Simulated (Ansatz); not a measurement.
System: Li4Si.

```
CELL_PARAMETERS angstrom
4.83520 0.00000 0.00000
0.00000 4.83520 0.00000
0.00000 0.00000 4.83520
ATOMIC_POSITIONS crystal
Li 0.00000 0.50000 0.50000
Li 0.50000 0.00000 0.50000
Li 0.50000 0.50000 0.00000
Li 0.00000 0.00000 0.00000
Si 0.50000 0.50000 0.50000
```

Space group Pm-3m; a structure generated by program, which may or may not match a known phase.

Computed with Ansatz, DFT PBE, scalar-relativistic, plane waves, PAW.

> What can the converged valence pseudo-density and electron localisation function tell about the bonding?

Li–Si (2.42 Å): the density is about 0.26 e/Å³ at the midpoint; the ELF peaks at about 0.85 in the valence shell of Si, 1.1 Å from its nucleus, and is about 0.85 at the midpoint.
Bader's partition of the density gives Li +0.83 and Si −3.31 e.

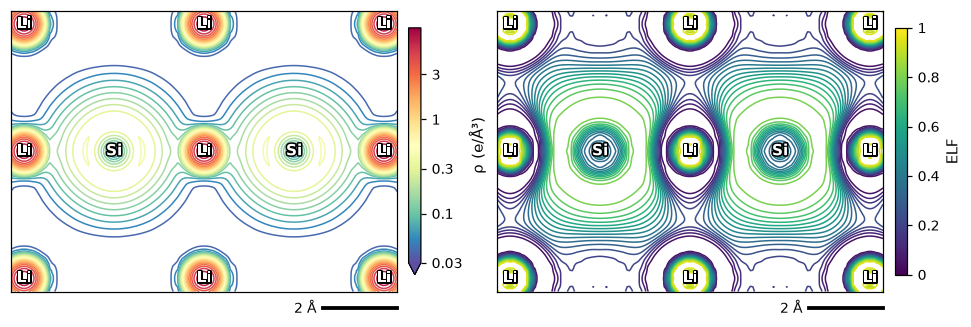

Computed valence pseudo-density and electron localisation function on the (110) plane of the conventional cell, in this order. 

In a PAW calculation such maps are meaningful between the atoms, not at the nuclei.
